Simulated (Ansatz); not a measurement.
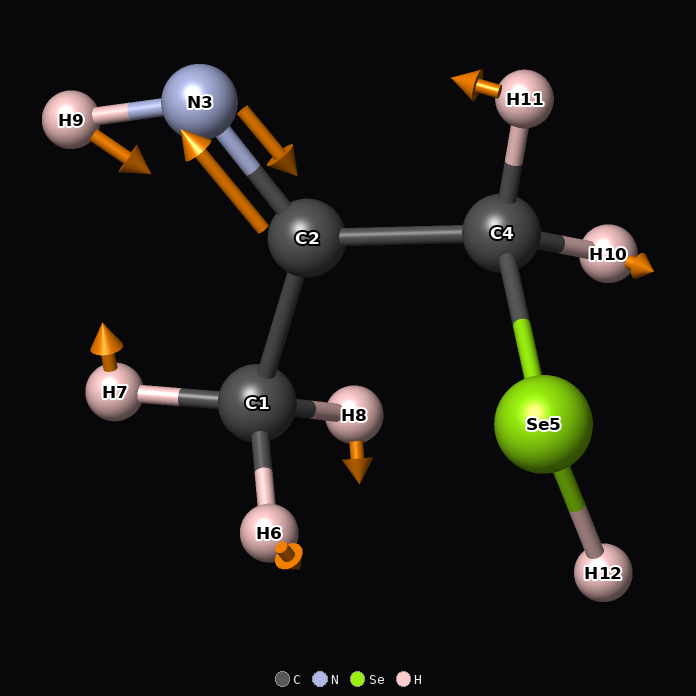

The arrows show one normal mode. Harmonic vibrations computed with RKS PBE0-D4/def2-TZVP (Ansatz 0.2.0) at a stationary point of the same level.

Estimate its harmonic wavenumber.

1742 cm⁻¹; it is mode 23 of 30 counted from the lowest.
